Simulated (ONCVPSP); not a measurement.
Input of ONCVPSP 4.0.1:

```
# ATOM AND REFERENCE CONFIGURATION
# atsym  z   nc   nv     iexc    psfile
  Ca 20.00    3    3        3      upf
#
#   n    l    f
    1    0    2.00
    2    0    2.00
    2    1    6.00
    3    0    2.00
    3    1    6.00
    4    0    1.00
#
# PSEUDOPOTENTIAL AND OPTIMIZATION
# lmax
    2
#
#   l,   rc,      ep,       ncon, nbas, qcut
    0    1.85    0.00    4    7    4.90
    1    1.55    0.00    3    6    8.80
    2    2.00    0.05    4    9    5.40
#
# LOCAL POTENTIAL
# lloc, lpopt,  rc(5),   dvloc0
    4    5    1.50    3.00
#
# VANDERBILT-KLEINMAN-BYLANDER PROJECTORs
# l, nproj, debl
    0    2    3.30
    1    2    1.80
    2    1    1.40
#
# MODEL CORE CHARGE
# icmod, fcfact, rcfact
    0    0.00    0.00
#
# LOG DERIVATIVE ANALYSIS
# epsh1, epsh2, depsh
   -3.00    5.00    0.02
#
# OUTPUT GRID
# rlmax, drl
    6.00    0.01
#
# TEST CONFIGURATIONS
# ncnf
    4
# nvcnf
#   n    l    f
    3
    3    0    2.00
    3    1    6.00
    4    0    2.00
#
    3
    3    0    2.00
    3    1    6.00
    4    0    0.00
#
    3
    3    0    2.00
    3    1    6.00
    4    0    1.50
#
    3
    3    0    1.00
    3    1    6.00
    4    0    2.00
#
```

Command:
```bash
oncvpsp.x < Ca.dat > Ca.out
```

Functional and relativity: LDA (Perdew-Zunger), scalar-relativistic.

In the d channel the program set the typed energies aside and used -0.316 Ha.

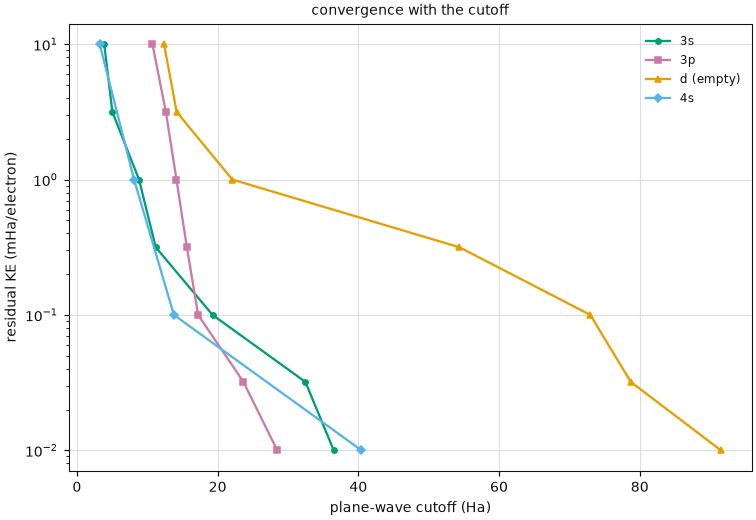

Residual kinetic energy of the pseudo-waves (the first of each channel, and further valence shells) beyond the plane-wave cutoff, as the generator prints it.

> Which wave is the hardest at 1 mHa per electron, and which settings govern it?

d (empty), with rc = 2.00 bohr and qcut = 5.4 1/bohr. The optimisation minimises, but can't always remove, the kinetic energy above qcut²/2 = 14.6 Ha, and a larger rc would as a rule soften the wave at some cost in transferability.

> Which cutoffs does the potential need for its occupied states?

14 Ha for 1 mHa and 19 Ha for 0.1 mHa per electron. The first is set by 3p.

> Read the cutoffs for an error of 1 mHa per electron.

d (empty): 22 Ha; 3p: 14 Ha; 3s: 8.8 Ha; 4s: 8.1 Ha.
